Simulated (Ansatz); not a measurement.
**CH6Si···H2: density, localisation and related maps**

The calculation's input:

```
crystal:
  periodic: [false, false, false]
  atoms:
    - {symbol: Si, position_ang: [-0.408220, -1.013269, 0.025866]}
    - {symbol: H, position_ang: [0.763546, 1.066122, -2.390827]}
    - {symbol: H, position_ang: [0.799970, -1.446303, -0.727855]}
    - {symbol: H, position_ang: [-0.938849, -2.189159, 0.767692]}
    - {symbol: H, position_ang: [-1.437159, -0.581744, -0.958894]}
    - {symbol: H, position_ang: [0.925940, 1.782106, -2.256203]}
    - {symbol: C, position_ang: [0.008871, 0.379243, 1.202472]}
    - {symbol: H, position_ang: [0.763477, 0.062858, 1.925883]}
    - {symbol: H, position_ang: [-0.877655, 0.699208, 1.754324]}
    - {symbol: H, position_ang: [0.400080, 1.241037, 0.657643]}
basis:
  gaussian: {orbitals: def2-TZVPP}
hamiltonian: {xc: pbe0, dispersion: d4}
output: {orbitals: {seedname: orbitals}}
```

Command:

```sh
ansatz run in.yaml --threads 2 --pin off --events-out ev --progress --plain --max-ram 4352MiB
```

The product side of a reaction path; geometry: PBE0-D4/def2-TZVP.

Level of theory: RKS PBE0-D4/def2-TZVPP (Ansatz 0.2.0).

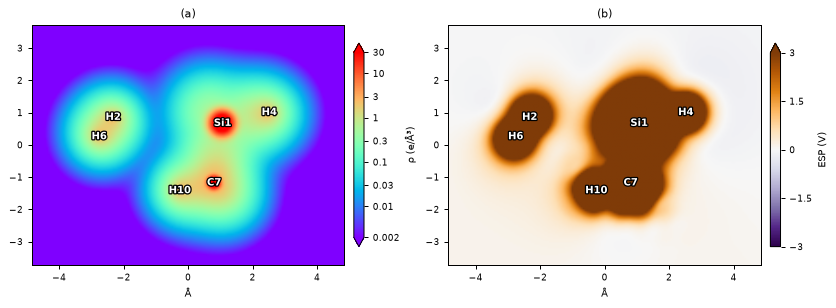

Figure 1. (a) total electron density; (b) electrostatic potential on the plane of atoms Si1, C7 and H10.

Describe what can be read from this map.

- Atoms in the plane: Si, H and C.
- Si1···H2 (3.40 Å): the density falls to about 0.02 e/Å³ on the way: a non-bonded, intermolecular contact.
- C–Si (1.87 Å): ρ is about 0.96 e/Å³ halfway.
- H–H (0.75 Å): ρ at the midpoint is about 1.8 e/Å³.
- C–H (1.09 Å): the density is about 2 e/Å³ at the midpoint.
- Si–H (1.49 Å): ρ at the midpoint is about 0.8 e/Å³.
- The potential has no marked negative region in this plane.

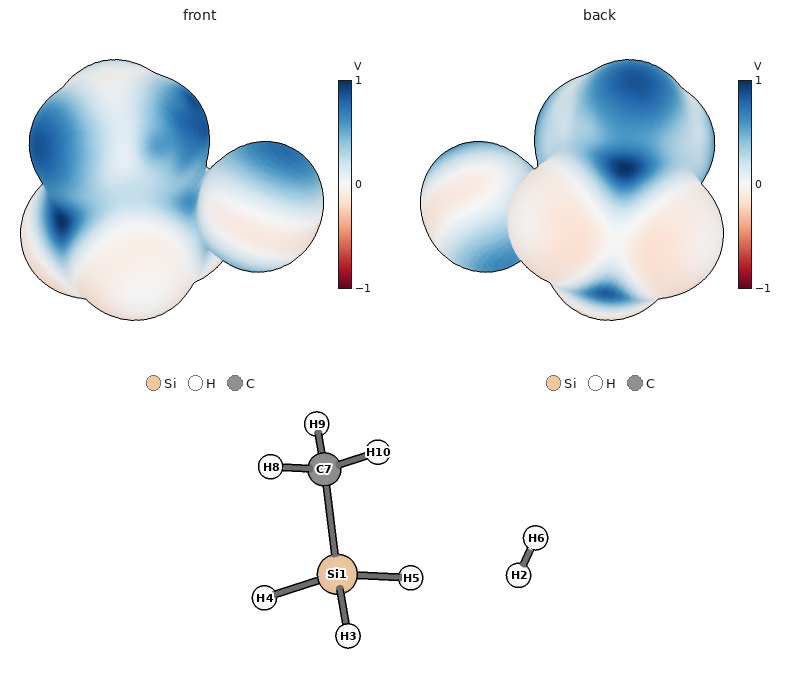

Figure 2. The molecular electrostatic potential painted on the density surface at 0.002 e/bohr³, seen from the front and from behind; red is negative and blue positive. The bare structure is drawn below in the same view.

Where is the surface potential most negative and most positive?

The most negative region (about −0.2 V) lies over H3, H4 and H5, the most positive (about +0.9 V) over Si1 and H10.

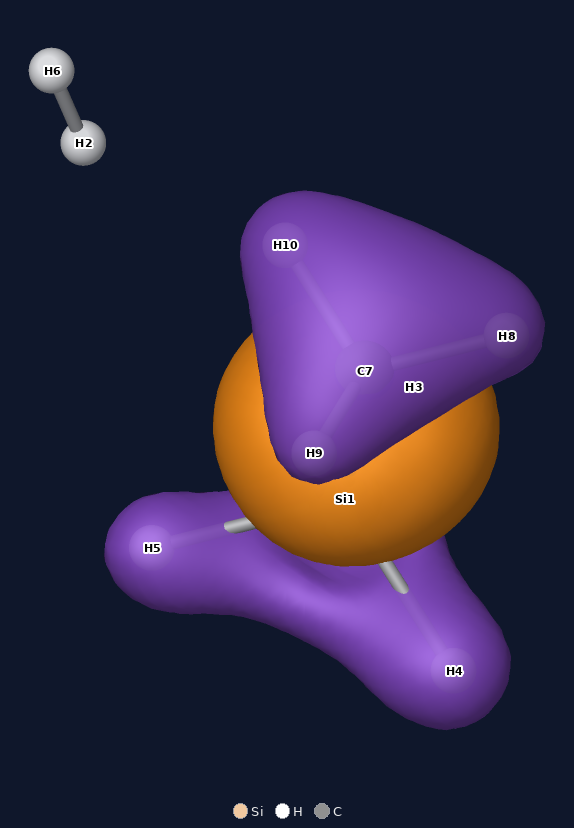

Figure 3. The HOMO at ±0.15 Å⁻³ᐟ² (orange and purple are the two phases), seen at an oblique angle.

Where does this orbital lie, and at what energy?

It lies mainly on C7 (about 45 %) and Si1 (about 30 %). Its energy is −9.22 eV.
